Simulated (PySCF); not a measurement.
**[BH3]− (SMILES [BH3-]): UPBE0/6-31G**

What is the energy change on altering one bond length of [BH3]− at UPBE0/6-31G? 

The results are computed with PySCF 2.14.0.

6 further runs of the same task are left out: 6 set aside as unsound or not needed.

## 1. Starting point

[BH3]−: 4 atoms, total charge -1, spin state doublet. SMILES: `[BH3-]`. The shape is that of a GFN2-xTB optimisation.

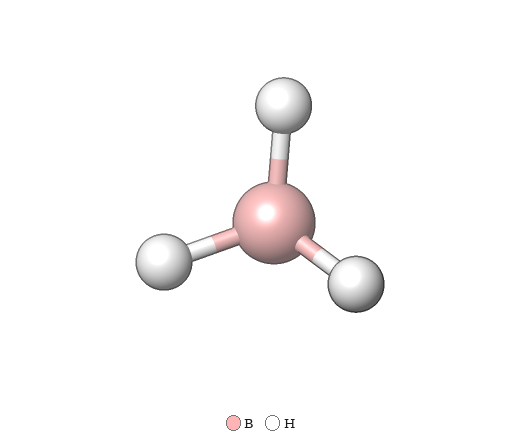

The structure, seen from a chosen angle (boron pink, hydrogen white).

## 2. The energy at UPBE0/6-31G

The input, run.py:

```python
from pyscf import gto, dft

molecule = gto.M(
    atom='''
B      0.284272    -0.070543    -0.441818
H      1.733030     0.855214     1.187674
H     -0.527668    -2.194123     0.223725
H     -1.489614     1.409471    -0.969581
''',
    basis='6-31g',
    spin=1,
    charge=-1,
    verbose=3,
    unit='bohr',
    max_memory=1860,
)

mf = dft.UKS(molecule)
mf.xc = 'pbe0'
mf.grids.level = 5
mf.conv_tol = 1e-10
mf.kernel()
if not mf.converged:
    mf = mf.newton().run(mf.mo_coeff, mf.mo_occ)

e_tot = mf.e_tot
print('E = %.10f Eh' % e_tot)
```

On the command line:

```console
$ OMP_NUM_THREADS=1 python run.py
```

Standard output:

```text
converged SCF energy = -26.5180103914035  <S^2> = 0.75345477  2S+1 = 2.0034518
E = -26.5180103914 Eh
```

Wall time 2.3 s (1 thread of Arm Neoverse V1, shared host); peak memory 0.18 GiB.

## 3. The distorted shape, same level

The input, geometry.xyz:

```xyz
4

B     -0.462878    -0.429235    -0.923619
H      0.917080     0.452560     0.628490
H     -0.892538    -1.552985    -0.571429
H     -1.401578     0.353955    -1.202899
```

The input, calc.py:

```python
from pyscf import gto, dft

molecule = gto.M(
    atom='geometry.xyz',
    max_memory=1860,
    basis='6-31g',
    spin=1,
    verbose=4,
    charge=-1,
)

ks = dft.UKS(molecule)
ks.xc = 'pbe0'
ks.grids.level = 5
ks.conv_tol = 1e-10
ks.kernel()
if not ks.converged:
    ks = ks.newton().run(ks.mo_coeff, ks.mo_occ)

e_final = ks.e_tot
print('E = %.10f Eh' % e_final)
```

On the command line:

```console
$ OMP_NUM_THREADS=1 python calc.py
```

Standard output:

```text
PySCF version 2.14.0

[INPUT] num. atoms = 4
[INPUT] num. electrons = 9
[INPUT] charge = -1
[INPUT] spin (= nelec alpha-beta = 2S) = 1
[INPUT] symmetry False subgroup None
[INPUT] Mole.unit = angstrom
[INPUT] Symbol           X                Y                Z      unit          X                Y                Z       unit  Magmom
[INPUT]  1 B     -0.462878000000  -0.429235000000  -0.923619000000 AA   -0.874712649086  -0.811136593078  -1.745386953445 Bohr   0.0
[INPUT]  2 H      0.917080000000   0.452560000000   0.628490000000 AA    1.733030034316   0.855214454933   1.187673972028 Bohr   0.0
[INPUT]  3 H     -0.892538000000  -1.552985000000  -0.571429000000 AA   -1.686652375767  -2.934716325558  -1.079844309634 Bohr   0.0
[INPUT]  4 H     -1.401578000000   0.353955000000  -1.202899000000 AA   -2.648598562216   0.668878010420  -2.273149665513 Bohr   0.0

[... 89 lines left out ...]
converged SCF energy = -26.430378608396  <S^2> = 0.76494347  2S+1 = 2.0148881
E = -26.4303786084 Eh
```

Wall time 2.7 s (1 thread of Arm Neoverse V1, shared host); peak memory 0.18 GiB.

## 4. Results

Level: UPBE0/6-31G.

| quantity | value |
| --- | --- |
| first shape: total energy | -26.51801 Eh |
| first shape: HOMO energy (highest over α and β) | 2.76 eV |
| first shape: LUMO energy (lowest over α and β) | 7.31 eV |
| first shape: ⟨S²⟩ | 0.753 |
| distorted shape: total energy | -26.43038 Eh |
| distorted shape: HOMO energy (highest over α and β) | 1.60 eV |
| distorted shape: LUMO energy (lowest over α and β) | 6.13 eV |
| distorted shape: ⟨S²⟩ | 0.765 |
| energy change with the B1–H2 bond stretched from 1.254 to 2.256 Å | 2.385 eV |

In words: With the B1–H2 bond stretched from 1.254 to 2.256 Å the energy rises by 2.38 eV (230 kJ/mol). The first shape isn't relaxed at this level, so the change isn't measured from a minimum. The HOMO (first shape) lies at positive energy, 2.76 eV; only total energies tell whether the electron is bound. The HOMO (distorted shape) lies at positive energy, 1.60 eV; only total energies tell whether the electron is bound.
